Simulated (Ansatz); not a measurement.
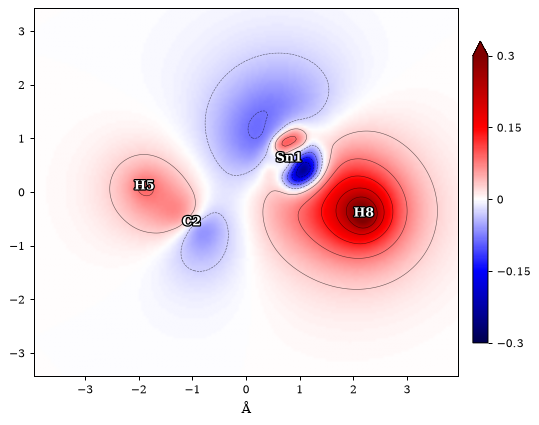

CH6Sn. The HOMO−1 on the plane of atoms Sn1, C2 and H5 (values in Å⁻³ᐟ²; the overall sign is arbitrary).

Core potentials replace the inner electrons of Sn.

Theory: Ansatz 0.2.0, RKS PBE-D4/def2-SVP.

```xyz
8

Sn    0.4439    0.0173    0.0310
C     1.0596   -0.0212    2.1125
H     0.1783   -0.1390    2.7708
H     1.7533   -0.8671    2.2782
H     1.5766    0.9244    2.3624
H     1.8434    0.1609   -0.9772
H    -0.6012    1.3650   -0.2632
H    -0.3954   -1.4403   -0.3762
```

Where does this orbital lie, and at what energy?

By Hirshfeld shares it lies mainly on Sn1 (about 40 %), H6 (about 35 %), H7 (about 10 %) and H8 (about 10 %). It is one of a degenerate set, so its orientation is arbitrary. Its energy is −7.51 eV.
